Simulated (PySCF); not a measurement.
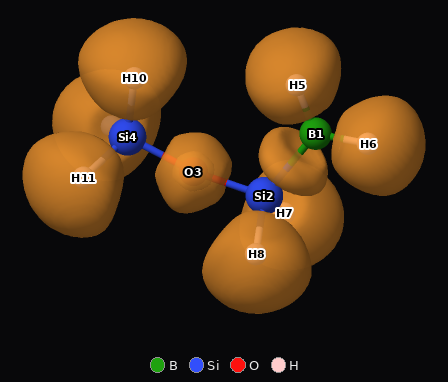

*BH₇OSi₂. Isosurface of the electron localisation function at 0.75 (orange), seen at a tilt. Only the valence region is drawn (cores and ρ < 0.01 e/Å³ removed).*

Geometry: GFN2-xTB.

Method: PySCF, wB97X-D/def2-SVPD, SCF density, gas phase.

```xyz
11

B     2.2246   -0.1197    0.0344
Si    0.5627   -0.9508    0.6389
O    -0.7586   -0.1635    0.0841
Si   -1.8379    0.8620   -0.5314
H     2.2496    0.8378   -0.6380
H     3.2593   -0.5724    0.3416
H     0.3319   -2.3334    0.1772
H     0.3568   -0.9653    2.1004
H    -2.6113    0.1017   -1.5111
H    -1.1142    1.9678   -1.1635
H    -2.6576    1.3385    0.5812
```

### Identify the bonds, lone pairs and shells in this picture.

The ELF exceeds this value in one region between bonded B–Si atoms (shared pairs), seven regions around hydrogen nuclei and one region wrapped around O (its lone pairs, merged into a ring or cap).

Values along the shortest contacts:
Si–O (1.61 Å): the ELF peaks at about 0.85 between the atoms; a polar covalent bond. Si–B (1.95 Å): the ELF peaks at about 1 between the atoms: a covalent bond.
